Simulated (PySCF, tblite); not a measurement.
# C5H9NSSi2: geometry, infrared bands and NMR shifts

Wanted: the infrared bands and NMR shifts of C5H9NSSi2 (`S[SiH2][SiH2]c1ccncc1`), by calculation.

Programs: tblite 0.8.0 and PySCF 2.14.0, with density-fitted response routines of our own. Each step states its level of theory. These are calculated values for one molecule in the gas phase, unless marked as measured. Atoms are numbered from 0 throughout.

## 1. Starting geometry

18 atoms, charge 0, multiplicity 1; geometry from: force field or distance geometry start.

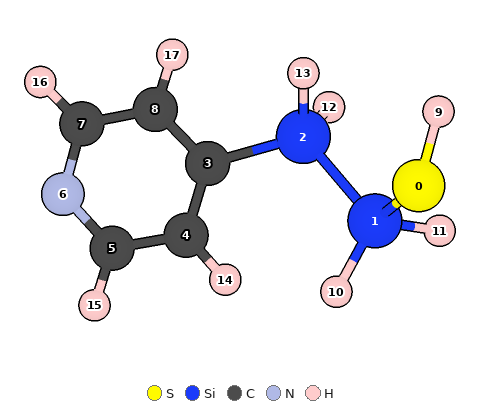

As it starts; sulfur yellow, silicon blue, carbon dark grey, nitrogen light blue, hydrogen pink, atoms numbered; sticks join atoms by distance.

## 2. Optimising the geometry with GFN2-xTB

Job settings and geometry (Å):

```
{"job": {"kind": "relax", "xc": "GFN2-xTB", "basis": "xTB"}, "charge": 0, "multiplicity": 1}
S      3.930500    -0.270000     0.979100
Si     2.403200    -1.262300    -0.175800
Si     1.137400     0.224600    -1.169800
C     -0.622400     0.218400    -0.642700
C     -1.238500    -0.898400    -0.106600
C     -2.571100    -0.769600     0.250300
N     -3.239500     0.387600     0.108900
C     -2.664600     1.498600    -0.389600
C     -1.341700     1.391100    -0.766800
H      4.465200     0.836300     0.291600
H      1.619100    -2.168400     0.713300
H      3.150500    -2.058900    -1.186400
H      1.189000     0.141100    -2.632600
H      1.654900     1.580300    -0.847600
H     -0.711600    -1.843000     0.013000
H     -3.068300    -1.653400     0.683300
H     -3.242400     2.409500    -0.489500
H     -0.858400     2.242600    -1.173300
```

Started as:

```bash
> OMP_NUM_THREADS=1 python probes_run.py task.json out
```

This one command runs all jobs of the session in turn.

The log of the run:

```text
step      E/eV     max force
  0    -677.27537    2.247
  1    -677.48218    1.112
  2    -677.60091    0.686
  3    -677.65975    0.798
  4    -677.73824    0.722
  5    -677.78258    0.552
  6    -677.81156    0.485
  7    -677.83260    0.361
  8    -677.84678    0.243
  9    -677.85763    0.242
 10    -677.86582    0.213
 11    -677.87242    0.185
 12    -677.87628    0.134
 13    -677.87846    0.169
 14    -677.88041    0.146
 15    -677.88241    0.138
 16    -677.88414    0.109
 17    -677.88542    0.106
 18    -677.88638    0.083
 19    -677.88722    0.076
 20    -677.88798    0.073
 21    -677.88868    0.065
 22    -677.88946    0.066
 23    -677.89035    0.068
 24    -677.89115    0.071
 25    -677.89170    0.057
 26    -677.89209    0.046
 27    -677.89247    0.049
 28    -677.89286    0.050
 29    -677.89318    0.048
 30    -677.89342    0.046
 31    -677.89364    0.050
 32    -677.89387    0.047
 33    -677.89407    0.032
 34    -677.89423    0.033
 35    -677.89439    0.041
 36    -677.89457    0.045
 37    -677.89476    0.046
 38    -677.89492    0.030
 39    -677.89505    0.032
 40    -677.89519    0.042
 41    -677.89536    0.045
 42    -677.89557    0.038
 43    -677.89582    0.042
 44    -677.89612    0.042
 45    -677.89647    0.049
 46    -677.89676    0.042
 47    -677.89691    0.025
 48    -677.89699    0.018
 49    -677.89705    0.023
 50    -677.89714    0.036
 51    -677.89730    0.044
 52    -677.89749    0.042
 53    -677.89766    0.027
 54    -677.89775    0.019
 55    -677.89782    0.022
 56    -677.89790    0.033
 57    -677.89801    0.041
 58    -677.89816    0.039
 59    -677.89830    0.032
 60    -677.89841    0.031
 61    -677.89853    0.032
 62    -677.89866    0.047
 63    -677.89880    0.047
 64    -677.89894    0.034
 65    -677.89910    0.027
 66    -677.89931    0.046
 67    -677.89964    0.067
 68    -677.90001    0.072
 69    -677.89992    0.132
 70    -677.90048    0.032
 71    -677.90059    0.026
 72    -677.90083    0.045
 73    -677.90103    0.059
 74    -677.90141    0.057
 75    -677.90173    0.040
 76    -677.90193    0.032
 77    -677.90204    0.036
 78    -677.90215    0.043
 79    -677.90228    0.031
 80    -677.90243    0.025
 81    -677.90251    0.026
 82    -677.90262    0.029
 83    -677.90273    0.026
 84    -677.90285    0.033
 85    -677.90295    0.038
 86    -677.90306    0.031
 87    -677.90315    0.025
 88    -677.90323    0.021
 89    -677.90327    0.019
 90    -677.90335    0.018
 91    -677.90344    0.027
 92    -677.90359    0.041
 93    -677.90380    0.049
 94    -677.90409    0.049
 95    -677.90433    0.063
 96    -677.90437    0.116
 97    -677.90497    0.044
 98    -677.90538    0.039
 99    -677.90619    0.088
100    -677.90704    0.070
101    -677.90636    0.271
102    -677.90879    0.068
103    -677.90949    0.056
104    -677.90954    0.170
105    -677.91089    0.037
106    -677.91131    0.040
107    -677.91099    0.184
108    -677.91273    0.048
109    -677.91338    0.049
110    -677.91392    0.168
111    -677.91580    0.042
112    -677.91663    0.053
113    -677.91682    0.166
114    -677.91877    0.067
115    -677.91966    0.065
116    -677.92058    0.159
117    -677.92207    0.042
118    -677.92271    0.030
119    -677.92273    0.099
120    -677.92341    0.040
121    -677.92360    0.043
122    -677.92409    0.083
123    -677.92462    0.056
124    -677.92503    0.054
125    -677.92582    0.058
126    -677.92627    0.061
127    -677.92702    0.089
128    -677.92810    0.083
129    -677.92782    0.143
130    -677.92939    0.058
131    -677.92972    0.050
132    -677.93001    0.043
133    -677.93025    0.042
134    -677.93047    0.026
135    -677.93066    0.024
136    -677.93078    0.022
137    -677.93086    0.029
138    -677.93096    0.038
139    -677.93103    0.034
140    -677.93107    0.029
141    -677.93111    0.023
142    -677.93117    0.020
143    -677.93125    0.020
144    -677.93140    0.031
145    -677.93162    0.036
146    -677.93183    0.039
147    -677.93197    0.041
148    -677.93212    0.043
149    -677.93229    0.043
150    -677.93265    0.052
151    -677.93305    0.073
152    -677.93359    0.076
153    -677.93401    0.062
154    -677.93401    0.060
155    -677.93453    0.041
156    -677.93469    0.048
157    -677.93502    0.030
158    -677.93520    0.059
159    -677.93537    0.030
160    -677.93552    0.026
161    -677.93567    0.022
162    -677.93585    0.032
163    -677.93612    0.038
164    -677.93638    0.052
165    -677.93692    0.068
166    -677.93741    0.063
167    -677.93780    0.037
168    -677.93795    0.028
169    -677.93807    0.046
170    -677.93822    0.034
171    -677.93840    0.030
172    -677.93864    0.021
173    -677.93872    0.020
174    -677.93879    0.017
175    -677.93884    0.015
176    -677.93888    0.017
177    -677.93891    0.015
178    -677.93895    0.017
179    -677.93901    0.015
180    -677.93907    0.016
181    -677.93914    0.016
182    -677.93919    0.015
183    -677.93924    0.018
184    -677.93930    0.017
185    -677.93936    0.019
186    -677.93944    0.020
187    -677.93951    0.018
188    -677.93958    0.020
189    -677.93965    0.020
190    -677.93976    0.031
191    -677.93995    0.035
192    -677.94013    0.028
193    -677.94025    0.041
194    -677.94032    0.031
195    -677.94040    0.026
196    -677.94048    0.019
197    -677.94059    0.020
198    -677.94071    0.017
199    -677.94078    0.018
200    -677.94082    0.018
201    -677.94087    0.021
202    -677.94092    0.021
203    -677.94099    0.023
204    -677.94110    0.024
205    -677.94123    0.027
206    -677.94136    0.021
207    -677.94142    0.037
208    -677.94149    0.016
209    -677.94152    0.019
210    -677.94155    0.011
211    -677.94158    0.010
212    -677.94160    0.008
```

It took 3.6 s on 1 thread of Arm Neoverse N1, shared host; peak memory 0.18 GiB.

Along the way: (not every step is listed)

```
step  energy from step 0 (eV)  largest force (eV/Å)
   0                   0.0000                2.2471
   1                  -0.2068                1.1119
   2                  -0.3255                0.6858
   3                  -0.3844                0.7977
   4                  -0.4629                0.7222
   5                  -0.5072                0.5517
   6                  -0.5362                0.4846
   7                  -0.5572                0.3612
   8                  -0.5714                0.2429
  27                  -0.6171                0.0491
  46                  -0.6214                0.0422
  65                  -0.6237                0.0266
  84                  -0.6275                0.0326
 103                  -0.6341                0.0562
 122                  -0.6487                0.0829
 141                  -0.6557                0.0229
 160                  -0.6602                0.0256
 179                  -0.6636                0.0149
 198                  -0.6653                0.0172
 207                  -0.6661                0.0373
 208                  -0.6661                0.0159
 209                  -0.6662                0.0194
 210                  -0.6662                0.0110
 211                  -0.6662                0.0100
 212                  -0.6662                0.0082
```

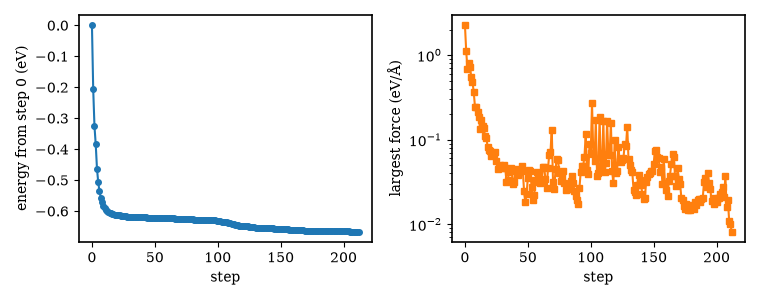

Energy and largest force along the relaxation.

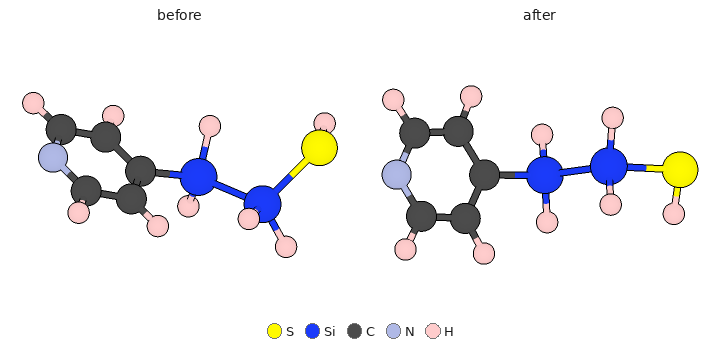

The geometry before (left) and after (right).

Close pairs (by a distance rule), those that changed most:

```
   bond  before (Å)  after (Å)  change (Å)
Si1–Si2       2.191      2.320      +0.129
  S0–H9       1.408      1.324      -0.084
 Si2–C3       1.837      1.888      +0.051
Si1–H10       1.492      1.458      -0.034
  N6–C7       1.347      1.322      -0.024
Si1–H11       1.488      1.465      -0.023
  C5–N6       1.344      1.322      -0.022
 C8–H17       1.060      1.080      +0.020
```

The final coordinates are the input of the step that follows.

## 3. Infrared spectrum with GFN2-xTB

Job settings and geometry (Å):

```
{"job": {"kind": "ir", "xc": "GFN2-xTB", "basis": "xTB"}, "charge": 0, "multiplicity": 1}
S      4.528354    -0.422375     0.155202
Si     2.413474    -0.425901     0.598187
Si     1.211059     0.399753    -1.206409
C     -0.619536     0.270895    -0.762841
C     -1.345241    -0.894149    -0.994455
C     -2.678470    -0.950939    -0.623943
N     -3.315896     0.054481    -0.048622
C     -2.635789     1.165422     0.178137
C     -1.300607     1.321827    -0.155721
H      4.468835    -1.161495    -0.942175
H      2.392875     0.390061     1.806791
H      2.095244    -1.804960     0.977723
H      1.418053    -0.374788    -2.440885
H      1.493900     1.805819    -1.520982
H     -0.876350    -1.745761    -1.465157
H     -3.270316    -1.841751    -0.793500
H     -3.192834     1.965554     0.649143
H     -0.795513     2.254624     0.048333
```

The log of the run:

```text
mode    cm-1     km/mol
  1      10.3      0.73
  2      18.6      2.72
  3      43.8      4.37
  4     103.5      2.80
  5     133.7     35.09
  6     167.0      0.31
  7     201.4      0.44
  8     313.1      0.03
  9     331.8     44.07
 10     380.2      2.69
 11     431.0     24.35
 12     438.6      4.87
 13     455.1     10.97
 14     519.1     42.56
 15     562.6     19.66
 16     572.2      6.84
 17     629.4     12.43
 18     630.8    749.02
 19     677.5     21.59
 20     696.9      2.39
 21     707.8    107.72
 22     740.3     54.88
 23     770.9     73.71
 24     781.7    308.54
 25     797.1      7.07
 26     888.4      0.06
 27     914.4      0.22
 28     923.0      0.00
 29    1004.0     12.38
 30    1105.4      3.03
 31    1122.8      0.23
 32    1155.6     18.87
 33    1211.8      1.28
 34    1263.9      1.28
 35    1278.9      4.31
 36    1364.9     18.67
 37    1458.1     23.76
 38    1543.2      3.71
 39    1578.4     79.39
 40    2180.8    210.58
 41    2210.2     43.27
 42    2231.6    409.90
 43    2297.3    191.84
 44    2466.2    117.43
 45    3048.5     41.32
 46    3049.9     32.27
 47    3072.6      4.59
 48    3073.2     73.56
```

It took 1.6 s on 1 thread of Arm Neoverse N1, shared host; peak memory 0.18 GiB.

The strongest bands and the atoms that carry them (share of the mass-weighted mode):

```
cm⁻¹  km/mol                                   atoms
 631   749.0            H11 37 %, H12 21 %, H13 16 %
 708   107.7     H9 14 %, N6 12 %, C3 11 %, Si2 11 %
 782   308.5  H10 22 %, H11 20 %, H12 16 %, H13 15 %
1578    79.4      C5 21 %, C7 21 %, C8 20 %, C4 20 %
2181   210.6                                H12 94 %
2232   409.9                      H11 79 %, H13 17 %
2297   191.8                                H10 95 %
2466   117.4                                 H9 97 %
```

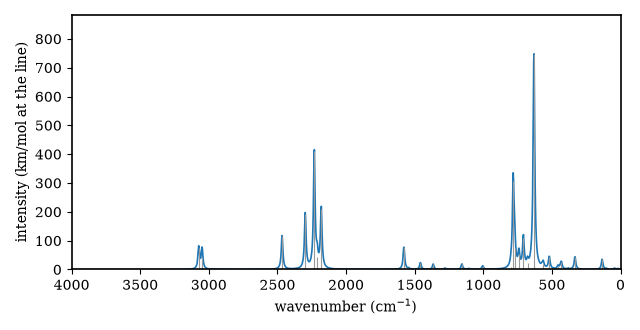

The infrared spectrum from these modes, unscaled. Lines are broadened to a width of 14 cm⁻¹ (Lorentzian).

## 4. Nuclear shieldings: PBE0/pcSseg-1

The job, as its differences from that of step 3:

```diff
@@ -1,2 +1,2 @@
-{"job": {"kind": "ir", "xc": "GFN2-xTB", "basis": "xTB"}, "charge": 0, "multiplicity": 1}
+{"job": {"kind": "nmr", "xc": "PBE0", "basis": "pcSseg-1"}, "charge": 0, "multiplicity": 1}
 S      4.528354    -0.422375     0.155202
```

With the program's defaults for keys left out, this is: GIAO PBE0/pcSseg-1 NMR shielding, non-relativistic, gas phase.

The log of the run:

```text
coarse grid: 16944 points
cycle   1  E = -1227.0487585143  dE =  1.239e+00  |g| = 3.794e-01  |ddm| = 4.116e+00
cycle   2  E = -1227.0422945237  dE =  6.464e-03  |g| = 4.332e-01  |ddm| = 1.107e+00
cycle   3  E = -1227.0904984445  dE = -4.820e-02  |g| = 6.559e-02  |ddm| = 5.843e-01
cycle   4  E = -1227.0909550992  dE = -4.567e-04  |g| = 4.396e-02  |ddm| = 7.808e-02
cycle   5  E = -1227.0913887643  dE = -4.337e-04  |g| = 9.351e-03  |ddm| = 5.116e-02
cycle   6  E = -1227.0914079409  dE = -1.918e-05  |g| = 4.555e-03  |ddm| = 1.414e-02
cycle   7  E = -1227.0914133452  dE = -5.404e-06  |g| = 6.063e-04  |ddm| = 4.916e-03
final grid: 150984 points
cycle   8  E = -1227.1432871006  dE = -3.209e-05  |g| = 6.849e-03  |ddm| = 3.677e-02
cycle   9  E = -1227.1432844021  dE =  2.699e-06  |g| = 7.589e-03  |ddm| = 1.738e-02
cycle  10  E = -1227.1432990306  dE = -1.463e-05  |g| = 9.110e-04  |ddm| = 9.320e-03
cycle  11  E = -1227.1432991800  dE = -1.494e-07  |g| = 3.930e-04  |ddm| = 1.125e-03
cycle  12  E = -1227.1432992142  dE = -3.423e-08  |g| = 8.412e-05  |ddm| = 4.289e-04
cycle  13  E = -1227.1432992157  dE = -1.444e-09  |g| = 3.876e-05  |ddm| = 1.108e-04
cycle  14  E = -1227.1432992161  dE = -3.988e-10  |g| = 6.015e-06  |ddm| = 4.286e-05
converged SCF energy = -1227.1432992161

GIAO shielding tensors (ppm)
atom      isotropic    diamagn.    paramagn.     s11        s22        s33       span
  0 S      784.287    1055.482    -271.195    682.716    717.597    952.547    269.831
  1 Si     407.889     879.637    -471.747    360.385    409.965    453.318     92.933
  2 Si     415.606     883.363    -467.756    369.710    417.491    459.617     89.907
  3 C       42.014     262.007    -219.993    -58.661     -9.995    194.698    253.359
  4 C       52.428     256.742    -204.315    -66.690     52.030    171.943    238.634
  5 C       31.734     251.255    -219.521    -79.189     27.040    147.352    226.541
  6 N      -96.183     331.538    -427.722   -422.270   -177.540    311.260    733.530
  7 C       31.528     251.318    -219.790    -79.481     26.701    147.364    226.845
  8 C       52.364     256.495    -204.131    -66.891     52.281    171.702    238.593
  9 H       32.071      29.989       2.082     23.481     29.100     43.631     20.150
 10 H       27.104      29.544      -2.440     22.967     26.611     31.736      8.769
 11 H       26.771      30.222      -3.452     21.621     26.719     31.972     10.351
 12 H       27.186      30.969      -3.783     23.607     26.419     31.532      7.926
 13 H       27.097      30.545      -3.448     23.343     26.251     31.697      8.354
 14 H       24.292      34.178      -9.886     21.000     21.936     29.940      8.940
 15 H       22.792      28.912      -6.120     18.789     22.418     27.170      8.381
 16 H       22.784      28.947      -6.163     18.808     22.422     27.122      8.314
 17 H       24.236      34.077      -9.840     20.965     21.881     29.863      8.898
```

It took 98 s on 1 thread of Arm Neoverse N1, shared host; peak memory 1.1 GiB.

Shifts follow as δ = σ(reference) − σ, with reference shieldings (ppm) from runs at the same level and on the same kind of geometry: 1H TMS 31.72, 13C TMS 186.9, 29Si TMS 349.2, 15N NH3 267.7, 33S CS2 504. The references are single molecules in the gas phase, so shifts against H2O, NH3, PH3, H3PO4 or CFCl3 are not on the usual liquid scales and can be off by tens of ppm. Atoms listed in one row are averaged.

```
   atoms                                         environment  σ (ppm)  δ (ppm)  δ scaled to CDCl3
  C5, C7                 aromatic CH next to a ring nitrogen     31.6    155.3              149.7
      C3                         substituted aromatic carbon     42.0    144.9              139.5
  C4, C8                                         aromatic CH     52.4    134.5              129.4
H15, H16  hydrogen on an aromatic CH next to a ring nitrogen    22.79     8.93               8.52
H14, H17                          hydrogen on an aromatic CH    24.26     7.45               7.13
H10, H11               hydrogen on a silicon bonded to S, Si    26.94     4.78                  –
H12, H13               hydrogen on a silicon bonded to C, Si    27.14     4.58                  –
      H9                   hydrogen on a sulfur bonded to Si    32.07    -0.35                  –
      S0                              sulfur bonded to Si, H      784     -281                  –
     Si1                        silicon bonded to S, Si, 2 H    407.9    -58.7                  –
     Si2                        silicon bonded to C, Si, 2 H    415.6    -66.4                  –
      N6                         pyridine-type ring nitrogen    -96.2    363.9                  –
```

The scaled column applies a straight-line fit of computed shieldings to shifts measured in CDCl3, with any fitted terms for Cl, Br or S neighbours (root-mean-square error 0.16 ppm for H, 1.9 ppm for C).

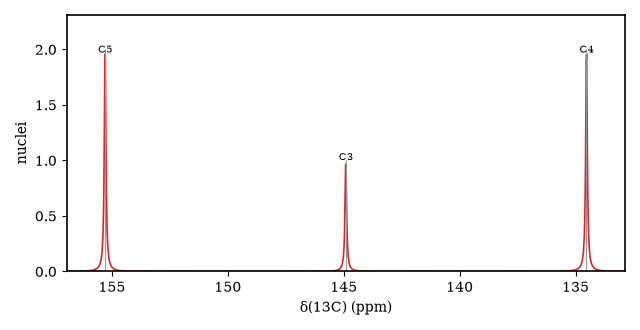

13C lines at the computed shifts, without couplings. Lines are broadened to a width of 0.08 ppm (Lorentzian).

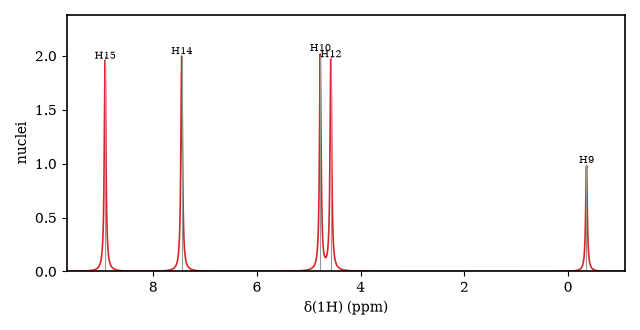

1H lines at the computed shifts, without couplings. Lines are broadened to a width of 0.04 ppm (Lorentzian).

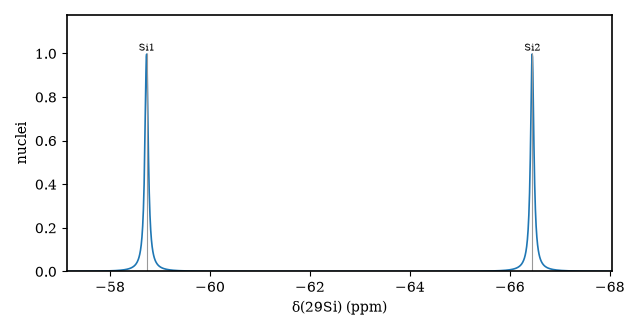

29Si lines at the computed shifts, without couplings. Lines are broadened to a width of 0.08 ppm (Lorentzian).

The run also stored atomic charges by several schemes (e):

```
 atoms  Mulliken    IAO  Hirshfeld  ESP fit
    S0     -0.37  -0.32      -0.15    -0.39
   Si1      0.30   0.40       0.23     0.30
   Si2      0.38   0.45       0.25    -0.04
    C3     -0.32  -0.24      -0.08     0.66
C4, C8     -0.16  -0.18      -0.05    -0.81
C5, C7      0.17  -0.01       0.02     0.64
    N6     -0.41  -0.27      -0.16    -0.77
```

IAO charges:

S0 -0.32; Si1 0.40; Si2 0.45; C3 -0.24; C4 -0.18; C5 -0.01; N6 -0.27; C7 -0.01; C8 -0.18; H9 0.10; H10 -0.08; H11 -0.10; H12 -0.09; H13 -0.09; H14 0.15; H15 0.16; H16 0.16; H17 0.15

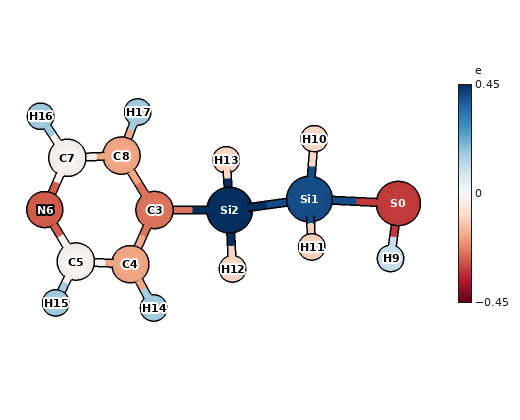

IAO charges, as colours on the atoms.

Mayer bond orders: S0–Si1 0.98, Si1–Si2 0.87, Si2–C3 0.85, C3–C4 1.39, C4–C5 1.40, C5–N6 1.48, N6–C7 1.48, C7–C8 1.40, C8–C3 1.40.

Ring of atoms C3, C4, C5, N6, C7, C8: NICS(0) -6.7, NICS(1) -11.2, NICS(1)zz -28.2 ppm (means of both faces).

The fields below are evaluated on a grid from the run's orbitals.

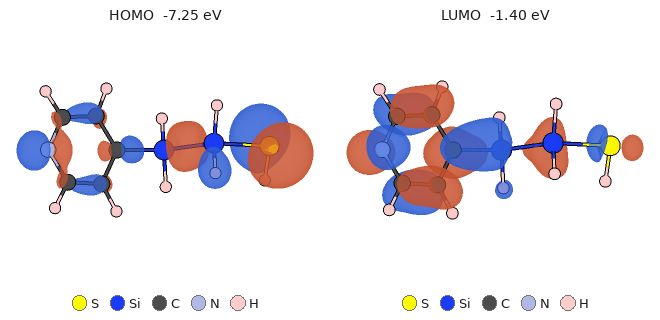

Frontier orbitals at PBE0/pcSseg-1; each surface holds 70 % of the orbital's density, blue and red mark the sign.

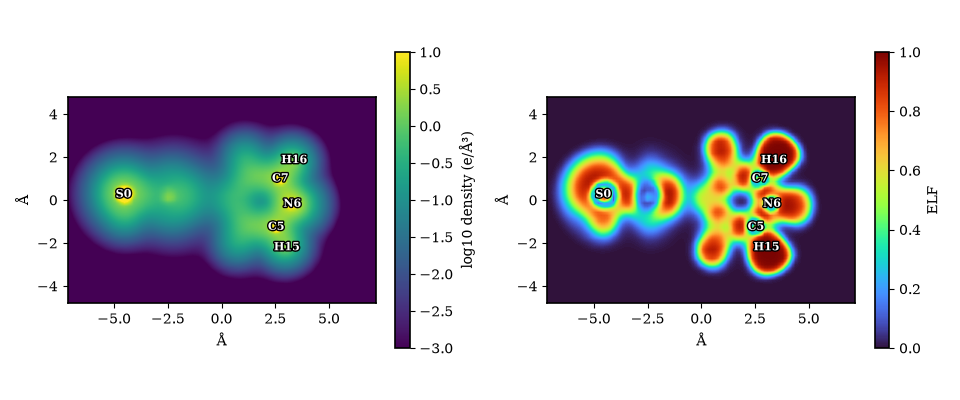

Density (left) and ELF (right) in a plane through or near 6 of the atoms.

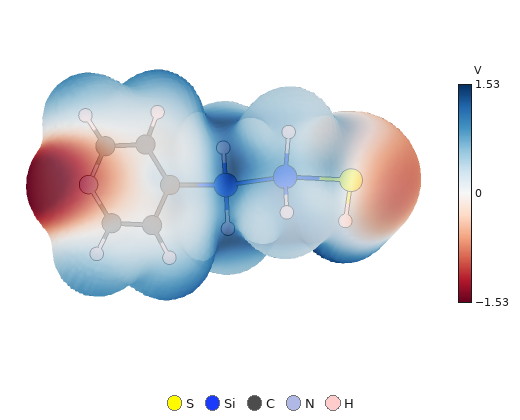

Electrostatic potential on the surface of density 0.002 e/bohr³; red is low, blue high. It runs from -1.53 V near N6 to 1.47 V near H9.

## 5. Outcome

```
                                                               quantity                              value
                              strongest single infrared mode (GFN2-xTB)               631 cm⁻¹, 749 km/mol
                                           zero-point energy (GFN2-xTB)                      73.7 kcal/mol
13C shifts against TMS (PBE0/pcSseg-1, means over atoms taken as alike)            155.3, 144.9, 134.5 ppm
 1H shifts against TMS (PBE0/pcSseg-1, means over atoms taken as alike)  8.93, 7.45, 4.78, 4.58, -0.35 ppm
                                 33S shifts against CS2 (PBE0/pcSseg-1)                           -281 ppm
                                29Si shifts against TMS (PBE0/pcSseg-1)                   -58.7, -66.4 ppm
                                 15N shifts against NH3 (PBE0/pcSseg-1)                          363.9 ppm
                                  surface potential, least and greatest                 -1.53 V and 1.47 V
```

**Reading.** Over 212 steps the energy fell by 0.666 eV; of the close pairs, Si1–Si2 changed most, 2.191 to 2.320 Å. All 48 modes are real, so the xTB geometry is a minimum. Unscaled tight-binding wavenumbers are off by several per cent, some by more. Its intensities can rank the bands wrongly. At PBE0/pcSseg-1: The largest span, 734 ppm, is at N6, where the paramagnetic term is -428 ppm. NICS(1)zz of -28 ppm above the planar ring from C3 marks a diatropic (aromatic) ring current. By nearest atom (PBE0/pcSseg-1), the HOMO sits on S0 56 %; N6 8 % and the LUMO on C3 24 %; N6 19 %.
